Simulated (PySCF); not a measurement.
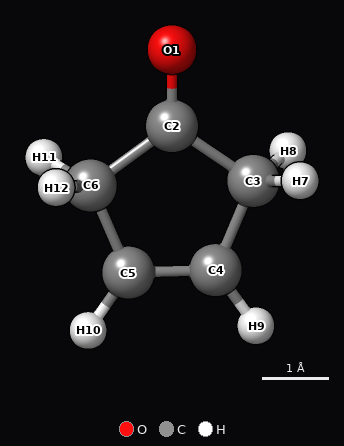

The structure (ball-and-stick view, seen at an oblique angle; atoms are numbered from 1 in the order of the input).

**C5H6O: frequency calculation**

The run: frequency calculation of C5H6O (3-cyclopenten-1-one), SMILES O=C1CC=CC1. Method and program: B3LYP/pcSseg-1 displacements along normal modes, gas phase (PySCF 2.14.0).

The input sets isotopic masses.

The program's output:
```
mode    cm-1    km/mol   phi_rrr   E(+)/cm-1  E(-)/cm-1
  1     95.45     8.23      -1.4      20.57      20.87
  2    383.01     0.00      -0.6      69.77      69.93
  3    463.20     0.15       0.3      84.64      84.61
  4    468.00     6.18       0.4      84.37      84.28
  5    618.23     2.91      26.0     112.22     110.35
  6    685.02    61.85       0.2     125.98     126.03
  7    768.76     4.07     145.3     143.73     133.28
  8    774.74    11.07       0.5     139.51     139.46
  9    820.02     0.00       1.2     148.29     148.06
 10    957.78    17.93       0.4     172.58     172.56
 11    974.03     0.57    -139.6     170.45     180.50
 12    991.10     0.00       0.8     179.72     179.73
 13   1001.13     2.39      -0.0     180.37     180.31
 14   1125.14     0.00      -0.2     202.81     202.83
 15   1130.64    55.94       0.7     203.56     203.55
 16   1131.42     1.02      48.7     206.26     202.77
 17   1184.53     3.42      -0.5     213.41     213.40
 18   1278.85    23.39       1.7     230.48     230.43
 19   1286.94     1.95       6.6     232.13     231.66
 20   1378.64     0.12       0.2     248.49     248.51
 21   1429.31    25.28      -4.8     257.17     257.51
 22   1434.26     0.10      40.8     259.70     256.75
 23   1670.77     0.52     398.4     315.66     287.00
 24   1829.17   231.16    -562.7     309.95     350.41
 25   3013.94     8.96     -36.8     542.52     545.17
 26   3016.75     9.47    -939.9     510.53     578.15
 27   3043.22    10.12       2.2     549.39     549.22
 28   3044.46     0.03      14.0     550.04     548.98
 29   3173.41     1.97      -2.4     573.94     574.11
 30   3194.78    11.65   -1371.6     528.57     627.16
```

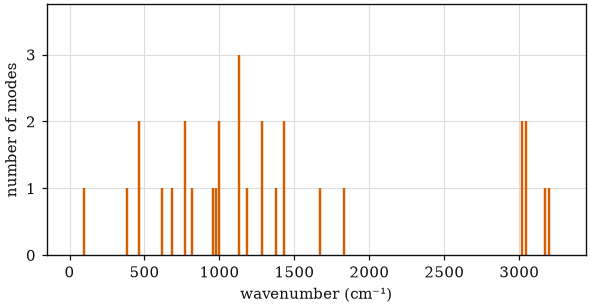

Harmonic vibrational wavenumbers from the force constants; neighbouring modes closer than 14 cm⁻¹ are counted in one stick. 30 modes from 95 to 3195 cm⁻¹, none imaginary.

The run was set up as follows.

Input file:
```
{"job": {"xc": "B3LYP", "basis": "pcSseg-1", "grid": 2, "temperatures": [100, 200], "kind": "vib", "mass_numbers": [16, 12, 12, 12, 12, 12, 1, 1, 1, 1, 1, 1]}, "charge": 0, "multiplicity": 1}
O     -0.770019     2.141388    -0.749236
C     -0.382198     1.063340    -0.376422
C      0.960457     0.778273     0.314243
C      0.919744    -0.707028     0.553290
C     -0.209287    -1.265919     0.111448
C     -1.144807    -0.263909    -0.509547
H      1.041392     1.374532     1.233979
H      1.788860     1.101992    -0.331491
H      1.728725    -1.250183     1.034055
H     -0.442000    -2.324746     0.184526
H     -1.369348    -0.461404    -1.567190
H     -2.116725    -0.189080    -0.001766
```

The first line tells a small driver script what to run in PySCF; the rest is the geometry in Å.

Command:
```bash
OMP_NUM_THREADS=1 python <driver script> task.json out
```

Results in brief:

```csv
quantity,value
outcome,converged
"wavenumbers, lowest and highest",95 and 3195 cm⁻¹
hardware,"1 CPU thread, shared host"
wall time,12 min
peak memory,0.65 GiB
```
